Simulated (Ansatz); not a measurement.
**Molecular dynamics, with input and output: CH$_{10}$O$_{6}$ (part 1 of 3)**

The run: molecular dynamics of CH$_{10}$O$_{6}$ (disordered cell, 17 atoms in the cell). Method and program: DFT PBE-D3(BJ), scalar-relativistic, plane waves, PAW, no spin polarisation (Ansatz 0.2.0).

It belongs to a series of runs on one base structure; here: dynamics from the start. Figures and captions count atoms from 1; the log counts them from 0 in places.

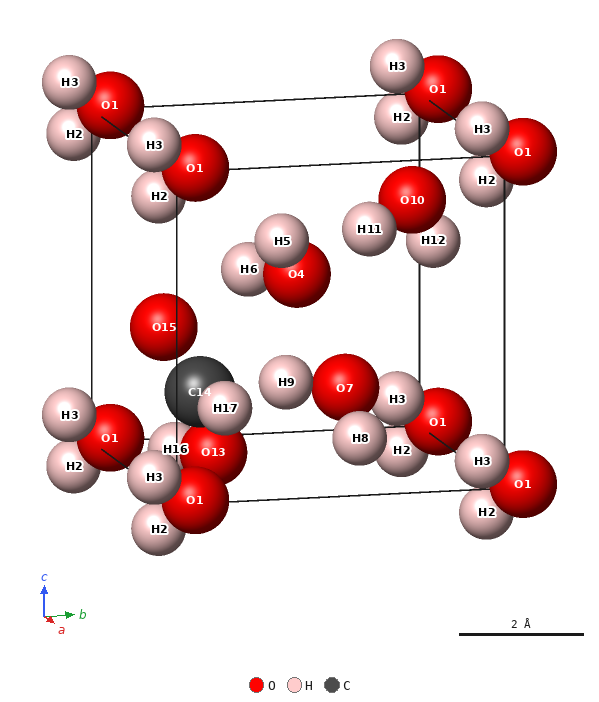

Figure 1. The starting structure (spheres-only view of the cell of the calculation, seen slightly off an axis; atoms are numbered from 1 in the order of the input).

The input
```yaml
accuracy: low
crystal:
  lattice:
    - [5.48148, 0.0, 0.0]
    - [0.0, 5.48148, 0.0]
    - [0.0, 0.0, 5.48148]
  atoms:
    - { symbol: O, position: [0.03399126, 1.04826311, 0.01662933] }
    - { symbol: H, position: [-0.09264908, 0.96887236, -0.08827738] }
    - { symbol: H, position: [0.10537623, 0.90430413, 0.10627431] }
    - { symbol: O, position: [0.86647819, 0.4015612, 0.64884362] }
    - { symbol: H, position: [0.97133156, 0.32791188, 0.77235056] }
    - { symbol: H, position: [0.72795161, 0.28922811, 0.64213769] }
    - { symbol: O, position: [0.29020188, 0.69873327, 0.18420771] }
    - { symbol: H, position: [0.41574347, 0.70960176, 0.05453011] }
    - { symbol: H, position: [0.25836736, 0.5258394, 0.20284366] }
    - { symbol: O, position: [0.64517558, 0.81044622, 0.81021805] }
    - { symbol: H, position: [0.72312833, 0.65967422, 0.74440507] }
    - { symbol: H, position: [0.56990613, 0.89392905, 0.66968089] }
    - { symbol: O, position: [0.46063477, 0.25193786, 0.0428384] }
    - { symbol: C, position: [0.56820682, 0.18375327, 0.24890625] }
    - { symbol: O, position: [0.46447513, 0.09947193, 0.42811468] }
    - { symbol: H, position: [0.28833788, 0.17944479, 0.0238526] }
    - { symbol: H, position: [0.76922888, 0.20693143, 0.23637096] }
basis:
  ecutwfc: 420.0
kpoints:
  mp_grid: { grid: [1, 1, 1] }
hamiltonian:
  xc: pbe
  dispersion: d3bj
scf:
  occupations: { method: fermi_dirac, width: 0.02 }
  lower_state_search: "off"
md:
  timestep: 0.5
  n_steps: 300
  ensemble: nvt_langevin
  temperature: 1000.0
  initial_velocities: maxwell_boltzmann
  seed: 93389
  friction: 0.02
```

Run on 1 thread of Intel Xeon (Granite Rapids), 16 GiB of memory available, shared host.

Launched with:
```bash
ansatz run input.yaml --threads 1 --pin off --max-ram 3072MiB --backend cpu --events-out ev --progress --plain --runs-dir out
```

What the program printed
```
Warning: md: disabling space-group detection — thermal motion breaks the input geometry's symmetry, so no spatial operation reduces the k-mesh or symmetrises the density; time reversal is kept, so that k and −k are solved as one point where they differ and the mesh holds both, and exact exchange and, on two spinor components, a DFT+U term hold to it where the run has them: on two components no moment then forms, and a state that bears one, which a typed moment (crystal.atoms[].spin; refused beside efield: under a hybrid functional) reaches, can lie lower, under hf by electronvolts; crystal.symmetry.detect: false (a key that needs symmetry detection or time reversal refuses this as the deck is read) with time_reversal: false beside it drops time reversal too
Engine: ansatz 0.2.0, x86_64-unknown-linux-gnu
Pseudopotentials: kind: paw
Pseudopotential: O, paw, valence charge 6, recommended cutoff 420 eV (normal), O.paw.azcp
Pseudopotential: H, paw, valence charge 1, recommended cutoff 420 eV (normal), H.paw.azcp
Pseudopotential: C, paw, valence charge 4, recommended cutoff 420 eV (normal), C.paw.azcp
Functional definition: PBE
  parameter kappa = 0.804
  parameter beta = 0.06672455060314922
  exchange = pbe_x(kappa = kappa, mu = beta*pi^2/3)
  correlation = pbe_c(beta = beta)
Crystal: 17 atoms, lattice volume = 164.700 Å³
Basis set: ecut = 420 eV, 3191 PW (Γ), exchange–correlation on 80×80×80 points (8 copies of the dense FFT grid, shifted against one another)
Bands: 42, of which v1, the nominal top of the filled ones, is band 25 counted from 1 (24 counted from 0)
Symmetry: 1 space group operations
k-points: 1
Non-local potential: O, projectors of the file, l = 0: 2, l = 1: 2, l = 2: 1
Non-local potential: H, projectors of the file, l = 0: 2, l = 1: 1
Non-local potential: C, projectors of the file, l = 0: 2, l = 1: 2, l = 2: 1
PAW form: soft (Blöchl's): semilocal exchange-correlation on the pseudo side does not see the compensation charge
PAW one-centre angular grid: O, 110 points (default); XC on 64 Gauss nodes
PAW one-centre angular grid: H, 110 points (default); XC on 64 Gauss nodes
PAW one-centre angular grid: C, 110 points (default); XC on 64 Gauss nodes
Initial density: superposition of atomic densities (neutral atoms: chi_scale 0, normalization atom), corrected by the library's trained network
Initial wavefunctions: pseudopotential atomic-orbital guess
Functional: x = pbe(κ = 0.804, μ = 0.2195149727645171), c = pbe(β = 0.06672455060314922)
SCF iter   1: F=—  HF=-3815.802725 eV  |F-HF|=—  |Δ(HF+E_count)|=         —  Δρ=5.25e-3  dr2=3.47e-2  ethr=1.77e-3  ⟨swp⟩=6.0  Hψ=193  notcnv=0  defer=6
preconditioner: auto → Resta (q_TF=auto, 2.237 Å⁻¹)  ε∞=2.3  [insulator: Δε(μ)=5.318 eV  Ē_g=18.066 eV  σ=0.020 eV  W_gap=1.00  n_scr=26 (ndim 8)  ℏωp=20.5 eV  f_vac=0.269  D(μ)=0.00/eV (n_scr^D=0)  ε∞_Penn≈2.3]
SCF iter   2: F=—  HF=-3815.790111 eV  |F-HF|=—  |Δ(HF+E_count)|=   1.26e-2  Δρ=2.45e-3  dr2=5.30e-3  ethr=6.94e-5  ⟨swp⟩=3.0  Hψ=84  notcnv=0  defer=8
SCF iter   3: F=—  HF=-3815.788115 eV  |F-HF|=—  |Δ(HF+E_count)|=   2.00e-3  Δρ=1.05e-3  dr2=1.44e-3  ethr=1.06e-5  ⟨swp⟩=2.0  Hψ=56  notcnv=0  defer=8
SCF iter   4: F=—  HF=-3815.787661 eV  |F-HF|=—  |Δ(HF+E_count)|=   4.53e-4  Δρ=4.27e-4  dr2=2.70e-4  ethr=2.87e-6  ⟨swp⟩=2.0  Hψ=66  notcnv=0  defer=8
SCF iter   5: F=—  HF=-3815.787621 eV  |F-HF|=—  |Δ(HF+E_count)|=   4.08e-5  Δρ=1.60e-4  dr2=3.35e-5  ethr=5.40e-7  ⟨swp⟩=2.0  Hψ=59  notcnv=0  defer=8
SCF iter   6: F=—  HF=-3815.787620 eV  |F-HF|=—  |Δ(HF+E_count)|=   3.31e-7  Δρ=5.00e-5  dr2=3.81e-6  ethr=6.69e-8  ⟨swp⟩=2.0  Hψ=53  notcnv=0  defer=8
SCF iter   7: F=—  HF=-3815.787618 eV  |F-HF|=—  |Δ(HF+E_count)|=   2.00e-6  Δρ=1.57e-5  dr2=3.29e-7  ethr=7.63e-9  ⟨swp⟩=2.0  Hψ=53  notcnv=0  defer=8
SCF iter   8: F=—  HF=-3815.787618 eV  |F-HF|=—  |Δ(HF+E_count)|=   2.09e-8  Δρ=5.16e-6  dr2=3.76e-8  ethr=6.58e-10  ⟨swp⟩=2.0  Hψ=53  notcnv=0  defer=8
SCF iter   9: F=-3815.787618 eV  HF=-3815.787618 eV  |F-HF|=1.89e-9  |Δ(HF+E_count)|=   1.87e-9  Δρ=1.57e-6  dr2=4.28e-9  ethr=3.40e-11  ⟨swp⟩=5.0  Hψ=123  notcnv=0
SCF 1 converged in 9 iterations: F = -3815.787618 eV  dr2 = 4.28e-9
  greatest PAW one-centre occupation: 0.875 electrons in one spin orbital (limit 2), on the O atom at site 14 (counted from 0), in its partial waves of l = 0
md step     0: t =     0.00 fs  T =   941.2 K  F+E_penalty+E_count = -3815.78761830 eV  E_kin = 2.068160 eV  (9 SCF iters)
Initial density: handed on by an earlier stage of this run
Initial wavefunctions: those handed on with the density
iter 1 solved again at ethr=4.87e-5 eV; its pass at ethr=3.10e-3 eV (dr2=2.43e-2 eV) is discarded
SCF iter   1: F=—  HF=-3815.732671 eV  |F-HF|=—  |Δ(HF+E_count)|=         —  Δρ=5.56e-3  dr2=2.40e-2  ethr=4.87e-5  ⟨swp⟩=4.0  Hψ=213  notcnv=0
preconditioner: auto → Resta (q_TF=auto, 2.237 Å⁻¹)  ε∞=2.3  [insulator: Δε(μ)=5.362 eV  Ē_g=18.136 eV  σ=0.020 eV  W_gap=1.00  n_scr=26 (ndim 8)  ℏωp=20.5 eV  f_vac=0.272  D(μ)=0.00/eV (n_scr^D=0)  ε∞_Penn≈2.3]
SCF iter   2: F=—  HF=-3815.728627 eV  |F-HF|=—  |Δ(HF+E_count)|=   4.04e-3  Δρ=2.29e-3  dr2=3.13e-3  ethr=4.81e-5  ⟨swp⟩=2.0  Hψ=83  notcnv=0
SCF iter   3: F=—  HF=-3815.728556 eV  |F-HF|=—  |Δ(HF+E_count)|=   7.09e-5  Δρ=1.08e-3  dr2=7.03e-4  ethr=6.26e-6  ⟨swp⟩=3.0  Hψ=67  notcnv=0
SCF iter   4: F=—  HF=-3815.728662 eV  |F-HF|=—  |Δ(HF+E_count)|=   1.07e-4  Δρ=2.21e-4  dr2=6.99e-5  ethr=1.41e-6  ⟨swp⟩=3.0  Hψ=66  notcnv=0
SCF iter   5: F=—  HF=-3815.728654 eV  |F-HF|=—  |Δ(HF+E_count)|=   8.20e-6  Δρ=1.05e-4  dr2=1.67e-5  ethr=1.40e-7  ⟨swp⟩=2.0  Hψ=67  notcnv=0
SCF iter   6: F=—  HF=-3815.728657 eV  |F-HF|=—  |Δ(HF+E_count)|=   2.88e-6  Δρ=4.13e-5  dr2=2.52e-6  ethr=3.34e-8  ⟨swp⟩=2.0  Hψ=55  notcnv=0
SCF iter   7: F=—  HF=-3815.728657 eV  |F-HF|=—  |Δ(HF+E_count)|=   1.14e-7  Δρ=1.03e-5  dr2=2.00e-7  ethr=5.03e-9  ⟨swp⟩=2.0  Hψ=56  notcnv=0
SCF iter   8: F=-3815.728657 eV  HF=-3815.728657 eV  |F-HF|=1.23e-9  |Δ(HF+E_count)|=   6.35e-8  Δρ=2.12e-6  dr2=7.96e-9  ethr=3.40e-11  ⟨swp⟩=3.0  Hψ=157  notcnv=0
SCF 2 converged in 8 iterations: F = -3815.728657 eV  dr2 = 7.96e-9
md step     1: t =     0.50 fs  T =   825.3 K  F+E_penalty+E_count = -3815.72865723 eV  E_kin = 1.813500 eV  (8 SCF iters, 3 dispersion substeps)
[... from here on the SCF iterations and repeated set-up lines of each step are left out, up to the last step ...]
md step     2: t =     1.00 fs  T =   801.2 K  F+E_penalty+E_count = -3815.57848392 eV  E_kin = 1.760499 eV  (8 SCF iters, 3 dispersion substeps)
md step     3: t =     1.50 fs  T =   695.7 K  F+E_penalty+E_count = -3815.40542670 eV  E_kin = 1.528750 eV  (8 SCF iters, 3 dispersion substeps)
md step     4: t =     2.00 fs  T =   566.0 K  F+E_penalty+E_count = -3815.27060216 eV  E_kin = 1.243803 eV  (8 SCF iters, 3 dispersion substeps)
md step     5: t =     2.50 fs  T =   561.4 K  F+E_penalty+E_count = -3815.22309782 eV  E_kin = 1.233623 eV  (6 SCF iters, 3 dispersion substeps)
md step     6: t =     3.00 fs  T =   547.7 K  F+E_penalty+E_count = -3815.23458721 eV  E_kin = 1.203439 eV  (7 SCF iters, 3 dispersion substeps)
md step     7: t =     3.50 fs  T =   538.8 K  F+E_penalty+E_count = -3815.24315840 eV  E_kin = 1.184072 eV  (6 SCF iters, 3 dispersion substeps)
md step     8: t =     4.00 fs  T =   516.8 K  F+E_penalty+E_count = -3815.22148764 eV  E_kin = 1.135565 eV  (7 SCF iters, 3 dispersion substeps)
md step     9: t =     4.50 fs  T =   482.2 K  F+E_penalty+E_count = -3815.16975247 eV  E_kin = 1.059489 eV  (6 SCF iters, 3 dispersion substeps)
md step    10: t =     5.00 fs  T =   415.2 K  F+E_penalty+E_count = -3815.09905763 eV  E_kin = 0.912282 eV  (8 SCF iters, 3 dispersion substeps)
md step    11: t =     5.50 fs  T =   390.4 K  F+E_penalty+E_count = -3815.03277631 eV  E_kin = 0.857938 eV  (7 SCF iters, 3 dispersion substeps)
md step    12: t =     6.00 fs  T =   345.3 K  F+E_penalty+E_count = -3814.99470882 eV  E_kin = 0.758700 eV  (7 SCF iters, 3 dispersion substeps)
md step    13: t =     6.50 fs  T =   337.8 K  F+E_penalty+E_count = -3814.98947735 eV  E_kin = 0.742345 eV  (7 SCF iters, 3 dispersion substeps)
md step    14: t =     7.00 fs  T =   397.1 K  F+E_penalty+E_count = -3815.02266346 eV  E_kin = 0.872685 eV  (6 SCF iters, 3 dispersion substeps)
md step    15: t =     7.50 fs  T =   457.2 K  F+E_penalty+E_count = -3815.08792541 eV  E_kin = 1.004630 eV  (6 SCF iters, 3 dispersion substeps)
md step    16: t =     8.00 fs  T =   538.4 K  F+E_penalty+E_count = -3815.16344384 eV  E_kin = 1.183032 eV  (7 SCF iters, 3 dispersion substeps)
md step    17: t =     8.50 fs  T =   566.9 K  F+E_penalty+E_count = -3815.20820121 eV  E_kin = 1.245740 eV  (7 SCF iters, 3 dispersion substeps)
md step    18: t =     9.00 fs  T =   543.2 K  F+E_penalty+E_count = -3815.19234601 eV  E_kin = 1.193665 eV  (7 SCF iters, 3 dispersion substeps)
md step    19: t =     9.50 fs  T =   488.4 K  F+E_penalty+E_count = -3815.13907313 eV  E_kin = 1.073326 eV  (7 SCF iters, 3 dispersion substeps)
md step    20: t =    10.00 fs  T =   434.5 K  F+E_penalty+E_count = -3815.07339884 eV  E_kin = 0.954686 eV  (8 SCF iters, 3 dispersion substeps)
md step    21: t =    10.50 fs  T =   419.8 K  F+E_penalty+E_count = -3815.02015251 eV  E_kin = 0.922507 eV  (7 SCF iters, 3 dispersion substeps)
md step    22: t =    11.00 fs  T =   427.7 K  F+E_penalty+E_count = -3815.01195688 eV  E_kin = 0.939748 eV  (6 SCF iters, 3 dispersion substeps)
md step    23: t =    11.50 fs  T =   450.9 K  F+E_penalty+E_count = -3815.04182367 eV  E_kin = 0.990843 eV  (7 SCF iters, 3 dispersion substeps)
md step    24: t =    12.00 fs  T =   476.5 K  F+E_penalty+E_count = -3815.06958962 eV  E_kin = 1.047120 eV  (7 SCF iters, 3 dispersion substeps)
md step    25: t =    12.50 fs  T =   427.7 K  F+E_penalty+E_count = -3815.05425777 eV  E_kin = 0.939788 eV  (6 SCF iters, 3 dispersion substeps)
md step    26: t =    13.00 fs  T =   401.9 K  F+E_penalty+E_count = -3814.98992079 eV  E_kin = 0.883242 eV  (7 SCF iters, 3 dispersion substeps)
md step    27: t =    13.50 fs  T =   351.2 K  F+E_penalty+E_count = -3814.90071429 eV  E_kin = 0.771645 eV  (7 SCF iters, 3 dispersion substeps)
md step    28: t =    14.00 fs  T =   305.4 K  F+E_penalty+E_count = -3814.80862424 eV  E_kin = 0.671016 eV  (6 SCF iters, 3 dispersion substeps)
md step    29: t =    14.50 fs  T =   303.1 K  F+E_penalty+E_count = -3814.72176960 eV  E_kin = 0.666012 eV  (7 SCF iters, 3 dispersion substeps)
md step    30: t =    15.00 fs  T =   268.1 K  F+E_penalty+E_count = -3814.65593173 eV  E_kin = 0.589204 eV  (7 SCF iters, 3 dispersion substeps)
md step    31: t =    15.50 fs  T =   296.7 K  F+E_penalty+E_count = -3814.62562851 eV  E_kin = 0.651905 eV  (7 SCF iters, 3 dispersion substeps)
md step    32: t =    16.00 fs  T =   315.2 K  F+E_penalty+E_count = -3814.63643437 eV  E_kin = 0.692690 eV  (7 SCF iters, 3 dispersion substeps)
md step    33: t =    16.50 fs  T =   378.0 K  F+E_penalty+E_count = -3814.67888626 eV  E_kin = 0.830691 eV  (7 SCF iters, 3 dispersion substeps)
md step    34: t =    17.00 fs  T =   367.8 K  F+E_penalty+E_count = -3814.74480454 eV  E_kin = 0.808189 eV  (7 SCF iters, 3 dispersion substeps)
md step    35: t =    17.50 fs  T =   400.0 K  F+E_penalty+E_count = -3814.83214461 eV  E_kin = 0.879037 eV  (6 SCF iters, 3 dispersion substeps)
md step    36: t =    18.00 fs  T =   439.5 K  F+E_penalty+E_count = -3814.92601397 eV  E_kin = 0.965729 eV  (7 SCF iters, 3 dispersion substeps)
md step    37: t =    18.50 fs  T =   493.8 K  F+E_penalty+E_count = -3815.00306584 eV  E_kin = 1.085162 eV  (7 SCF iters, 3 dispersion substeps)
md step    38: t =    19.00 fs  T =   508.5 K  F+E_penalty+E_count = -3815.02861696 eV  E_kin = 1.117492 eV  (7 SCF iters, 3 dispersion substeps)
md step    39: t =    19.50 fs  T =   483.3 K  F+E_penalty+E_count = -3814.99682881 eV  E_kin = 1.062055 eV  (6 SCF iters, 3 dispersion substeps)
md step    40: t =    20.00 fs  T =   465.8 K  F+E_penalty+E_count = -3814.93923269 eV  E_kin = 1.023585 eV  (8 SCF iters, 3 dispersion substeps)
md step    41: t =    20.50 fs  T =   483.7 K  F+E_penalty+E_count = -3814.89719964 eV  E_kin = 1.062812 eV  (7 SCF iters, 3 dispersion substeps)
md step    42: t =    21.00 fs  T =   500.8 K  F+E_penalty+E_count = -3814.90500316 eV  E_kin = 1.100393 eV  (7 SCF iters, 3 dispersion substeps)
md step    43: t =    21.50 fs  T =   530.8 K  F+E_penalty+E_count = -3814.98000529 eV  E_kin = 1.166458 eV  (6 SCF iters, 3 dispersion substeps)
md step    44: t =    22.00 fs  T =   583.6 K  F+E_penalty+E_count = -3815.10075537 eV  E_kin = 1.282306 eV  (7 SCF iters, 3 dispersion substeps)
md step    45: t =    22.50 fs  T =   547.7 K  F+E_penalty+E_count = -3815.20941202 eV  E_kin = 1.203528 eV  (7 SCF iters, 3 dispersion substeps)
md step    46: t =    23.00 fs  T =   560.2 K  F+E_penalty+E_count = -3815.27436071 eV  E_kin = 1.231013 eV  (6 SCF iters, 3 dispersion substeps)
md step    47: t =    23.50 fs  T =   591.9 K  F+E_penalty+E_count = -3815.28667600 eV  E_kin = 1.300558 eV  (6 SCF iters, 3 dispersion substeps)
md step    48: t =    24.00 fs  T =   608.0 K  F+E_penalty+E_count = -3815.24007256 eV  E_kin = 1.336074 eV  (7 SCF iters, 3 dispersion substeps)
md step    49: t =    24.50 fs  T =   578.0 K  F+E_penalty+E_count = -3815.14110063 eV  E_kin = 1.270166 eV  (6 SCF iters, 3 dispersion substeps)
md step    50: t =    25.00 fs  T =   570.0 K  F+E_penalty+E_count = -3815.01080007 eV  E_kin = 1.252446 eV  (8 SCF iters, 3 dispersion substeps)
md step    51: t =    25.50 fs  T =   547.8 K  F+E_penalty+E_count = -3814.86007119 eV  E_kin = 1.203777 eV  (6 SCF iters, 3 dispersion substeps)
md step    52: t =    26.00 fs  T =   489.9 K  F+E_penalty+E_count = -3814.71735510 eV  E_kin = 1.076607 eV  (6 SCF iters, 3 dispersion substeps)
md step    53: t =    26.50 fs  T =   436.4 K  F+E_penalty+E_count = -3814.60978243 eV  E_kin = 0.958977 eV  (6 SCF iters, 3 dispersion substeps)
md step    54: t =    27.00 fs  T =   457.8 K  F+E_penalty+E_count = -3814.56387857 eV  E_kin = 1.006044 eV  (7 SCF iters, 3 dispersion substeps)
md step    55: t =    27.50 fs  T =   515.8 K  F+E_penalty+E_count = -3814.59305256 eV  E_kin = 1.133486 eV  (7 SCF iters, 3 dispersion substeps)
md step    56: t =    28.00 fs  T =   542.1 K  F+E_penalty+E_count = -3814.67301904 eV  E_kin = 1.191165 eV  (6 SCF iters, 3 dispersion substeps)
md step    57: t =    28.50 fs  T =   635.2 K  F+E_penalty+E_count = -3814.77908337 eV  E_kin = 1.395824 eV  (6 SCF iters, 3 dispersion substeps)
md step    58: t =    29.00 fs  T =   737.3 K  F+E_penalty+E_count = -3814.89073741 eV  E_kin = 1.620085 eV  (6 SCF iters, 3 dispersion substeps)
md step    59: t =    29.50 fs  T =   751.8 K  F+E_penalty+E_count = -3814.96736264 eV  E_kin = 1.652020 eV  (6 SCF iters, 3 dispersion substeps)
md step    60: t =    30.00 fs  T =   701.9 K  F+E_penalty+E_count = -3814.97815181 eV  E_kin = 1.542338 eV  (8 SCF iters, 3 dispersion substeps)
md step    61: t =    30.50 fs  T =   663.7 K  F+E_penalty+E_count = -3814.93575340 eV  E_kin = 1.458382 eV  (7 SCF iters, 3 dispersion substeps)
md step    62: t =    31.00 fs  T =   626.6 K  F+E_penalty+E_count = -3814.86358111 eV  E_kin = 1.376937 eV  (6 SCF iters, 3 dispersion substeps)
md step    63: t =    31.50 fs  T =   653.5 K  F+E_penalty+E_count = -3814.80011664 eV  E_kin = 1.435941 eV  (7 SCF iters, 3 dispersion substeps)
md step    64: t =    32.00 fs  T =   624.6 K  F+E_penalty+E_count = -3814.78677661 eV  E_kin = 1.372488 eV  (7 SCF iters, 3 dispersion substeps)
md step    65: t =    32.50 fs  T =   652.6 K  F+E_penalty+E_count = -3814.84183118 eV  E_kin = 1.433986 eV  (7 SCF iters, 3 dispersion substeps)
md step    66: t =    33.00 fs  T =   718.7 K  F+E_penalty+E_count = -3814.93948115 eV  E_kin = 1.579219 eV  (7 SCF iters, 3 dispersion substeps)
md step    67: t =    33.50 fs  T =   725.0 K  F+E_penalty+E_count = -3815.02679748 eV  E_kin = 1.593182 eV  (6 SCF iters, 3 dispersion substeps)
md step    68: t =    34.00 fs  T =   768.6 K  F+E_penalty+E_count = -3815.07051390 eV  E_kin = 1.688836 eV  (7 SCF iters, 3 dispersion substeps)
md step    69: t =    34.50 fs  T =   748.2 K  F+E_penalty+E_count = -3815.06035836 eV  E_kin = 1.644154 eV  (7 SCF iters, 3 dispersion substeps)
md step    70: t =    35.00 fs  T =   800.9 K  F+E_penalty+E_count = -3815.00565496 eV  E_kin = 1.759964 eV  (8 SCF iters, 3 dispersion substeps)
md step    71: t =    35.50 fs  T =   828.4 K  F+E_penalty+E_count = -3814.90638119 eV  E_kin = 1.820300
SCF 300 converged in 7 iterations: F = -3813.471871 eV  dr2 = 2.03e-9
md step   299: t =   149.50 fs  T =   938.0 K  F+E_penalty+E_count = -3813.47187055 eV  E_kin = 2.061089 eV  (7 SCF iters, 3 dispersion substeps)
iter 1 solved again at ethr=5.31e-5 eV; its pass at ethr=3.10e-3 eV (dr2=2.65e-2 eV) is discarded
SCF iter   1: F=—  HF=-3813.689290 eV  |F-HF|=—  |Δ(HF+E_count)|=         —  Δρ=5.74e-3  dr2=2.76e-2  ethr=5.31e-5  ⟨swp⟩=3.0  Hψ=242  notcnv=0
preconditioner: auto → Resta (q_TF=auto, 2.237 Å⁻¹)  ε∞=2.3  [insulator: Δε(μ)=4.518 eV  Ē_g=17.641 eV  σ=0.020 eV  W_gap=1.00  n_scr=26 (ndim 8)  ℏωp=20.5 eV  f_vac=0.235  D(μ)=0.00/eV (n_scr^D=0)  ε∞_Penn≈2.3]
SCF iter   2: F=—  HF=-3813.683763 eV  |F-HF|=—  |Δ(HF+E_count)|=   5.53e-3  Δρ=2.42e-3  dr2=3.22e-3  ethr=5.31e-5  ⟨swp⟩=2.0  Hψ=76  notcnv=0
SCF iter   3: F=—  HF=-3813.683679 eV  |F-HF|=—  |Δ(HF+E_count)|=   8.42e-5  Δρ=1.09e-3  dr2=6.38e-4  ethr=6.45e-6  ⟨swp⟩=2.0  Hψ=75  notcnv=0
SCF iter   4: F=—  HF=-3813.683796 eV  |F-HF|=—  |Δ(HF+E_count)|=   1.17e-4  Δρ=2.34e-4  dr2=7.41e-5  ethr=1.28e-6  ⟨swp⟩=3.0  Hψ=67  notcnv=0
SCF iter   5: F=—  HF=-3813.683780 eV  |F-HF|=—  |Δ(HF+E_count)|=   1.60e-5  Δρ=1.17e-4  dr2=1.99e-5  ethr=1.48e-7  ⟨swp⟩=2.0  Hψ=67  notcnv=0
SCF iter   6: F=—  HF=-3813.683766 eV  |F-HF|=—  |Δ(HF+E_count)|=   1.37e-5  Δρ=2.87e-5  dr2=1.69e-6  ethr=3.98e-8  ⟨swp⟩=2.0  Hψ=55  notcnv=0
SCF iter   7: F=—  HF=-3813.683770 eV  |F-HF|=—  |Δ(HF+E_count)|=   4.02e-6  Δρ=1.39e-5  dr2=2.85e-7  ethr=3.38e-9  ⟨swp⟩=2.0  Hψ=59  notcnv=0
SCF iter   8: F=-3813.683770 eV  HF=-3813.683770 eV  |F-HF|=9.89e-9  |Δ(HF+E_count)|=   5.13e-8  Δρ=3.22e-6  dr2=1.37e-8  ethr=3.40e-11  ⟨swp⟩=4.0  Hψ=156  notcnv=0
SCF 301 converged in 8 iterations: F = -3813.683770 eV  dr2 = 1.37e-8
md step   300: t =   150.00 fs  T =  1059.5 K  F+E_penalty+E_count = -3813.68377021 eV  E_kin = 2.328238 eV  (8 SCF iters, 3 dispersion substeps)
```
